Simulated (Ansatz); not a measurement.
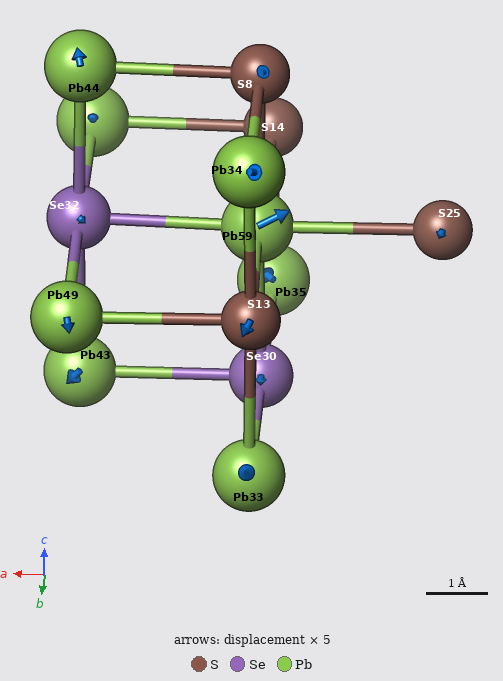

A relaxation of solid S$_{26}$Se$_{6}$Pb$_{32}$ (a generated structure, set up in P1). The starting structure is drawn; blue arrows show the displacements, magnified 5 times.

A ball-and-stick model of the atoms within 4.2 Å of the atom that moves most (axes of the cell of the calculation), seen from a free direction.

The calculation used Ansatz, DFT, PBEsol, PAW, plane waves. Set-up: plane-wave cutoff 420 eV; k-point mesh 1 × 1 × 1; mesh shifted by (0.25, 0.25, 0.25); no spin polarisation; cell relaxed at fixed shape; force threshold 0.03 eV/Å; at most 80 steps.

> Which element moves most?

Lead: up to 0.12 Å, against 0.07 Å for sulfur.

> What did the optimiser do to the structure, and how much energy did it gain?

The atom that moves furthest relative to the cell is a Pb atom (0.12 Å along [−3 −1 1]). By element the largest moves are Pb 0.12 Å, S 0.07 Å, Se 0.06 Å. The volume changes by −0.1 %, with a = b = c 11.876 → 11.873 Å (0.0 %). Some distances before and after: Pb–S 3.044 → 2.915 Å, Pb–Se 2.938 → 3.021 Å, Pb–S 2.984 → 2.925 Å, Pb–Se 2.964 → 3.022 Å. Bond angles that change, for instance: S–Pb–Se 92.8° → 89.2°, Se–Pb–Se 91.4° → 88.2°, S–Pb–S 88.4° → 91.5°. The space group stays P1 (No. 1). After 3 accepted moves (4 points after the start) the energy has fallen by 0.408 eV per cell of the calculation. Largest force component: 0.53 eV/Å at the start, 0.0072 eV/Å at the end. Pressure: 0.06 GPa at the start and 0.01 GPa at the end. The line search rejected the trial step at point 1 of the run. Cost: 83 s on 16 threads of Intel(R) Xeon(R) Platinum 8259CL CPU @ 2.50GHz, peak memory 3.9 GiB.
